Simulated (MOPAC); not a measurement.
**Run report: CH₇FOSiSn, energy and gradient calculation**

The run: energy and gradient calculation of CH₇FOSiSn. Method and program: PM6, closed shell (MOPAC 23.2.5).

The geometry: force field.

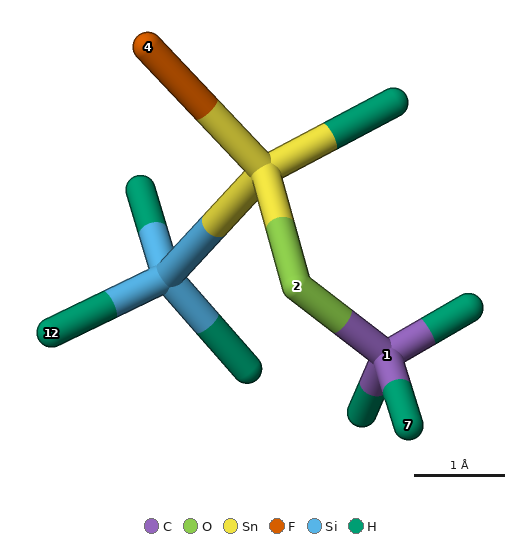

Fig. 1: The structure as given in the input (stick view, seen at a tilt; atoms are numbered from 1 in the order of the input). Sticks mark near contacts. Bond lengths as drawn: C–H 1.07 to 1.16 Å, C–O 1.35 Å, F–Sn 2.00 Å, H–Si 1.44 to 1.50 Å, H–Sn 1.70 Å, O–Sn 1.98 Å and Si–Sn 2.54 Å.

The input (calc.mop):
```
PM6 1SCF BONDS GRADIENTS DISP AUX(PRECISION=6) THREADS=1
CH7FOSiSn, PM6

C     -1.786400 1     0.825500 1     0.276300 1
O     -0.979400 1     0.608500 1     1.339600 1
Sn     0.191700 1    -0.882300 1     0.783000 1
F      1.298100 1    -1.494400 1     2.338900 1
Si     1.828800 1    -0.084100 1    -0.982100 1
H     -1.260600 1     1.207500 1    -0.632800 1
H     -2.491200 1     1.700100 1     0.549500 1
H     -2.418000 1    -0.004200 1     0.024600 1
H     -0.729000 1    -2.183900 1     0.195700 1
H      1.070800 1     0.394100 1    -2.110000 1
H      2.703100 1    -1.179900 1    -1.341900 1
H      2.649100 1     1.037800 1    -0.406800 1
```

Machine: 1 thread of Arm Neoverse N1, 54 GiB of memory available, shared host.

Command:
```bash
mopac calc.mop
```

Log:
```
MOPAC v23.2.5
PM6 CALCULATION RESULTS

 *  PM6        - The PM6 Hamiltonian to be used
 *  1SCF       - DO 1 SCF AND THEN STOP
 *  THREADS=1  - MULTI-THREADING NOT USED
 *  AUX        - OUTPUT AUXILIARY INFORMATION
 *  GRADIENTS  - ALL GRADIENTS TO BE PRINTED
 *  DISP       - PRINT DISPERSION AND HYDROGEN BOND ENERGIES
 *  BONDS      - FINAL BOND-ORDER MATRIX TO BE PRINTED
PM6 1SCF BONDS GRADIENTS DISP AUX(PRECISION=6) THREADS=1
 CH7FOSiSn, PM6

   ATOM   CHEMICAL          X               Y               Z
  NUMBER   SYMBOL      (ANGSTROMS)     (ANGSTROMS)     (ANGSTROMS)

     1       C         -1.78640000  *   0.82550000  *   0.27630000  *
     2       O         -0.97940000  *   0.60850000  *   1.33960000  *
     3      Sn          0.19170000  *  -0.88230000  *   0.78300000  *
     4       F          1.29810000  *  -1.49440000  *   2.33890000  *
     5      Si          1.82880000  *  -0.08410000  *  -0.98210000  *
     6       H         -1.26060000  *   1.20750000  *  -0.63280000  *
     7       H         -2.49120000  *   1.70010000  *   0.54950000  *
     8       H         -2.41800000  *  -0.00420000  *   0.02460000  *
     9       H         -0.72900000  *  -2.18390000  *   0.19570000  *
    10       H          1.07080000  *   0.39410000  *  -2.11000000  *
    11       H          2.70310000  *  -1.17990000  *  -1.34190000  *
    12       H          2.64910000  *   1.03780000  *  -0.40680000  *

          CARTESIAN COORDINATES

    NO.       ATOM           X           Y           Z

     1         C         -1.7864      0.8255      0.2763
     2         O         -0.9794      0.6085      1.3396
     3        Sn          0.1917     -0.8823      0.7830
     4         F          1.2981     -1.4944      2.3389
     5        Si          1.8288     -0.0841     -0.9821
     6         H         -1.2606      1.2075     -0.6328
     7         H         -2.4912      1.7001      0.5495
     8         H         -2.4180     -0.0042      0.0246
     9         H         -0.7290     -2.1839      0.1957
    10         H          1.0708      0.3941     -2.1100
    11         H          2.7031     -1.1799     -1.3419
    12         H          2.6491      1.0378     -0.4068

           Empirical Formula: C H7 O Sn F Si  =    12 atoms

      MOLECULAR POINT GROUP   :   C1

      RHF CALCULATION, NO. OF DOUBLY OCCUPIED LEVELS = 16

 -------------------------------------------------------------------------------
 PM6 1SCF BONDS GRADIENTS DISP AUX(PRECISION=6) THREADS=1
 CH7FOSiSn, PM6

     1SCF WAS SPECIFIED, SO BFGS WAS NOT USED
     SCF FIELD WAS ACHIEVED

                              PM6 CALCULATION

          FINAL HEAT OF FORMATION =        -67.05945 KCAL/MOL =    -280.57676 KJ/MOL

          TOTAL ENERGY            =     -25974.24169 KCAL/MOL = ELECTRONIC ENERGY + CORE-CORE REPULSION
          ENERGY OF ATOMS         =      25907.18223 KCAL/MOL
                              SUM =        -67.05945 KCAL/MOL
          DISPERSION ENERGY       =          0.00000 KCAL/MOL
                              SUM =        -67.05945 KCAL/MOL = FINAL HEAT OF FORMATION

          TOTAL ENERGY            =      -1126.34972 EV
          ELECTRONIC ENERGY       =      -3170.81759 EV
          CORE-CORE REPULSION     =       2044.46787 EV
          COSMO AREA              =        156.00 SQUARE ANGSTROMS
          COSMO VOLUME            =        155.40 CUBIC ANGSTROMS

          GRADIENT NORM           =        136.70195          =       39.46246 PER ATOM
          IONIZATION POTENTIAL    =          9.652684 EV
          HOMO LUMO ENERGIES (EV) =         -9.653 -0.705
          NO. OF FILLED LEVELS    =         16
          MOLECULAR WEIGHT        =        200.8396         POINT GROUP:  C1

          MOLECULAR DIMENSIONS (Angstroms)

            Atom       Atom       Distance
            H    11    H     7     6.23318
            H    10    F     4     4.82989
            H     9    H    12     4.17426

          SCF CALCULATIONS        =          1

          WALL-CLOCK TIME         =      0.020 SECONDS
          COMPUTATION TIME        =      0.017 SECONDS

          LARGEST ATOMIC GRADIENTS

          Atom     Label                     Cartesian Gradients           Cartesian Coordinates       |Gradient|
                                           X          Y          Z        X          Y          Z

             1       C                  60.261    -63.193     46.940   -1.78640    0.82550    0.27630     99.137
             3      Sn                 -19.628     48.705    -11.686    0.19170   -0.88230    0.78300     53.796
             2       O                 -21.603     -0.291    -44.743   -0.97940    0.60850    1.33960     49.686
             5      Si                 -30.232    -26.351     -3.904    1.82880   -0.08410   -0.98210     40.294
             7       H                 -15.255     18.890      0.640   -2.49120    1.70010    0.54950     24.289
            10       H                  11.337     -4.605     16.381    1.07080    0.39410   -2.11000     20.447
            11       H                  -8.447     14.771      5.704    2.70310   -1.17990   -1.34190     17.946
             8       H                  11.764     12.135      3.632   -2.41800   -0.00420    0.02460     17.287
             9       H                   2.040     -2.266    -11.085   -0.72900   -2.18390    0.19570     11.497
             4       F                   7.203     -1.830      1.744    1.29810   -1.49440    2.33890      7.634

       FINAL  POINT  AND  DERIVATIVES

   PARAMETER     ATOM    TYPE            VALUE        GRADIENT
      1          1  C    CARTESIAN X    -1.786400     60.261185  KCAL/ANGSTROM
      2          1  C    CARTESIAN Y     0.825500    -63.193080  KCAL/ANGSTROM
      3          1  C    CARTESIAN Z     0.276300     46.940392  KCAL/ANGSTROM
      4          2  O    CARTESIAN X    -0.979400    -21.602729  KCAL/ANGSTROM
      5          2  O    CARTESIAN Y     0.608500     -0.290676  KCAL/ANGSTROM
      6          2  O    CARTESIAN Z     1.339600    -44.743135  KCAL/ANGSTROM
      7          3 Sn    CARTESIAN X     0.191700    -19.628054  KCAL/ANGSTROM
      8          3 Sn    CARTESIAN Y    -0.882300     48.704554  KCAL/ANGSTROM
      9          3 Sn    CARTESIAN Z     0.783000    -11.686390  KCAL/ANGSTROM
     10          4  F    CARTESIAN X     1.298100      7.202990  KCAL/ANGSTROM
     11          4  F    CARTESIAN Y    -1.494400     -1.829876  KCAL/ANGSTROM
     12          4  F    CARTESIAN Z     2.338900      1.744470  KCAL/ANGSTROM
     13          5 Si    CARTESIAN X     1.828800    -30.231729  KCAL/ANGSTROM
     14          5 Si    CARTESIAN Y    -0.084100    -26.351367  KCAL/ANGSTROM
     15          5 Si    CARTESIAN Z    -0.982100     -3.904184  KCAL/ANGSTROM
     16          6  H    CARTESIAN X    -1.260600      1.275541  KCAL/ANGSTROM
     17          6  H    CARTESIAN Y     1.207500      2.630857  KCAL/ANGSTROM
     18          6  H    CARTESIAN Z    -0.632800     -5.985677  KCAL/ANGSTROM
     19          7  H    CARTESIAN X    -2.491200    -15.254521  KCAL/ANGSTROM
     20          7  H    CARTESIAN Y     1.700100     18.890014  KCAL/ANGSTROM
     21          7  H    CARTESIAN Z     0.549500      0.640076  KCAL/ANGSTROM
     22          8  H    CARTESIAN X    -2.418000     11.764271  KCAL/ANGSTROM
     23          8  H    CARTESIAN Y    -0.004200     12.135224  KCAL/ANGSTROM
     24          8  H    CARTESIAN Z     0.024600      3.631663  KCAL/ANGSTROM
     25          9  H    CARTESIAN X    -0.729000      2.040260  KCAL/ANGSTROM
     26          9  H    CARTESIAN Y    -2.183900     -2.266042  KCAL/ANGSTROM
     27          9  H    CARTESIAN Z     0.195700    -11.085458  KCAL/ANGSTROM
     28         10  H    CARTESIAN X     1.070800     11.337097  KCAL/ANGSTROM
     29         10  H    CARTESIAN Y     0.394100     -4.605408  KCAL/ANGSTROM
     30         10  H    CARTESIAN Z    -2.110000     16.381111  KCAL/ANGSTROM
     31         11  H    CARTESIAN X     2.703100     -8.447122  KCAL/ANGSTROM
     32         11  H    CARTESIAN Y    -1.179900     14.770763  KCAL/ANGSTROM
     33         11  H    CARTESIAN Z    -1.341900      5.703726  KCAL/ANGSTROM
     34         12  H    CARTESIAN X     2.649100      1.282811  KCAL/ANGSTROM
     35         12  H    CARTESIAN Y     1.037800      1.405036  KCAL/ANGSTROM
     36         12  H    CARTESIAN Z    -0.406800      2.363406  KCAL/ANGSTROM

   ATOM   CHEMICAL          X               Y               Z
  NUMBER   SYMBOL      (ANGSTROMS)     (ANGSTROMS)     (ANGSTROMS)

     1       C         -1.78640000  *   0.82550000  *   0.27630000  *
     2       O         -0.97940000  *   0.60850000  *   1.33960000  *
     3      Sn          0.19170000  *  -0.88230000  *   0.78300000  *
     4       F          1.29810000  *  -1.49440000  *   2.33890000  *
     5      Si          1.82880000  *  -0.08410000  *  -0.98210000  *
     6       H         -1.26060000  *   1.20750000  *  -0.63280000  *
     7       H         -2.49120000  *   1.70010000  *   0.54950000  *
     8       H         -2.41800000  *  -0.00420000  *   0.02460000  *
     9       H         -0.72900000  *  -2.18390000  *   0.19570000  *
    10       H          1.07080000  *   0.39410000  *  -2.11000000  *
    11       H          2.70310000  *  -1.17990000  *  -1.34190000  *
    12       H          2.64910000  *   1.03780000  *  -0.40680000  *

                             CARTESIAN COORDINATES

   1    C       -1.786400000     0.825500000     0.276300000
   2    O       -0.979400000     0.608500000     1.339600000
   3   Sn        0.191700000    -0.882300000     0.783000000
   4    F        1.298100000    -1.494400000     2.338900000
   5   Si        1.828800000    -0.084100000    -0.982100000
   6    H       -1.260600000     1.207500000    -0.632800000
   7    H       -2.491200000     1.700100000     0.549500000
   8    H       -2.418000000    -0.004200000     0.024600000
   9    H       -0.729000000    -2.183900000     0.195700000
  10    H        1.070800000     0.394100000    -2.110000000
  11    H        2.703100000    -1.179900000    -1.341900000
  12    H        2.649100000     1.037800000    -0.406800000

           Empirical Formula: C H7 O Sn F Si  =    12 atoms

      MOLECULAR POINT GROUP   :   C1

                  EIGENVALUES
 -37.31248 -29.77060 -23.91032 -20.14331 -18.04963 -16.04275 -15.45287 -15.14779
 -14.11258 -13.92540 -12.81762 -12.51211 -12.15945 -11.24388 -10.81664  -9.65268
  -0.70535   0.05090   0.08873   0.60351   1.14421   1.17872   1.58733   2.09256
   3.07936   3.21322   3.88352   4.08893   4.13852   4.83106   5.14778   5.62286

              NET ATOMIC CHARGES AND DIPOLE CONTRIBUTIONS

  ATOM NO.   TYPE          CHARGE      No. of ELECS.   s-Pop       p-Pop       d-Pop
    1          C          -0.190907        4.1909     1.07083     3.12008
    2          O          -0.635516        6.6355     1.82548     4.81003
    3         Sn           1.144479        2.8555     1.19388     1.66164
    4          F          -0.535872        7.5359     1.98009     5.55578
    5         Si          -0.001729        4.0017     1.28252     2.30298     0.41623
    6          H           0.108852        0.8911     0.89115
    7          H           0.160465        0.8395     0.83953
    8          H           0.109161        0.8908     0.89084
    9          H          -0.092098        1.0921     1.09210
   10          H          -0.030724        1.0307     1.03072
   11          H          -0.022754        1.0228     1.02275
   12          H          -0.013360        1.0134     1.01336
 DIPOLE           X         Y         Z       TOTAL
 POINT-CHG.    -1.823    -0.708    -5.547     5.882
 HYBRID         0.255     0.339     0.748     0.860
 SUM           -1.568    -0.369    -4.799     5.062

          ATOMIC ORBITAL ELECTRON POPULATIONS

     Atom    s        px        py        pz      x^2-y^2     xz        z^2       yz        xy
    1  C   1.07083   1.02941   1.13622   0.95444
    2  O   1.82548   1.61582   1.71176   1.48245
    3 Sn   1.19388   0.58621   0.59445   0.48098
    4  F   1.98009   1.85184   1.94813   1.75581
    5 Si   1.28252   0.78091   0.75573   0.76634   0.02184   0.12854   0.05041   0.07187   0.14357
    6  H   0.89115
    7  H   0.83953
    8  H   0.89084
    9  H   1.09210
   10  H   1.03072
   11  H   1.02275
   12  H   1.01336

          BONDING CONTRIBUTION OF EACH M.O.

  0.0987  1.4356  1.4420  1.5841  1.6114  1.5066  1.4907  1.4654  0.1620  0.1533
  1.6550  1.9609  1.9001  1.4952  1.0916  1.4968 -1.9280 -0.4341 -0.4883 -0.6945
 -0.1347 -0.1614 -1.2502 -1.1059 -1.7488 -1.6668 -1.8209 -1.5818 -1.5882 -1.9859
 -1.9921 -1.9679

            (VALENCIES)   BOND ORDERS

     1  C     (3.894)     2  O 0.986     8  H 0.966     6  H 0.962     7  H 0.955     3 Sn 0.016

     2  O     (1.837)     1  C 0.986     3 Sn 0.738     5 Si 0.034     6  H 0.022     9  H 0.021     8  H 0.019
                          4  F 0.010

     3 Sn     (3.249)     9  H 0.904     5 Si 0.881     2  O 0.738     4  F 0.668     1  C 0.016     7  H 0.014
                         10  H 0.010

     4  F     (0.730)     3 Sn 0.668     5 Si 0.027     9  H 0.014     2  O 0.010

     5 Si     (3.899)    12  H 0.973    11  H 0.968    10  H 0.966     3 Sn 0.881     9  H 0.045     2  O 0.034
                          4  F 0.027

     6  H     (0.988)     1  C 0.962     2  O 0.022

     7  H     (0.974)     1  C 0.955     3 Sn 0.014

     8  H     (0.988)     1  C 0.966     2  O 0.019

     9  H     (0.992)     3 Sn 0.904     5 Si 0.045     2  O 0.021     4  F 0.014

    10  H     (0.999)     5 Si 0.966     3 Sn 0.010

    11  H     (0.999)     5 Si 0.968

    12  H     (1.000)     5 Si 0.973

 *                    *
 * JOB ENDED NORMALLY *
 *                    *

 TOTAL JOB TIME:             0.03 SECONDS

 == MOPAC DONE ==
```

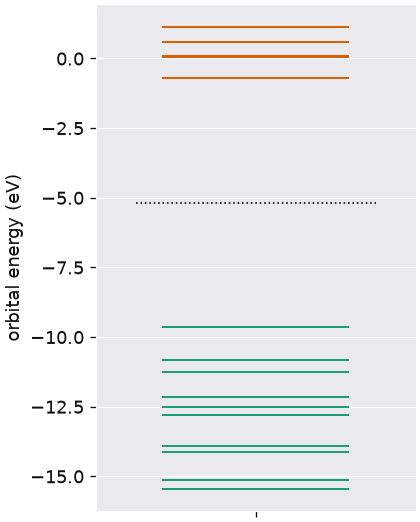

Fig. 2: Orbital energies near the frontier; the dotted line parts filled from empty levels, and levels within 0.02 eV of each other stand side by side. Highest filled −9.65 eV, lowest empty −0.71 eV, 8.94 eV apart.

Summary:

| quantity | value |
| --- | --- |
| outcome | converged |
| total energy | −41.392589 hartree |
| dispersion energy | 0.000000 hartree |
| heat of formation | −67.06 kcal/mol |
| basis functions | 32 |
| largest force | 4.299 eV/Å |
| HOMO | −9.65 eV |
| LUMO | −0.70 eV |
| dipole moment | 5.06 D |
| peak memory | 0.072 GiB |

MOPAC's energies along a path are heats of formation.
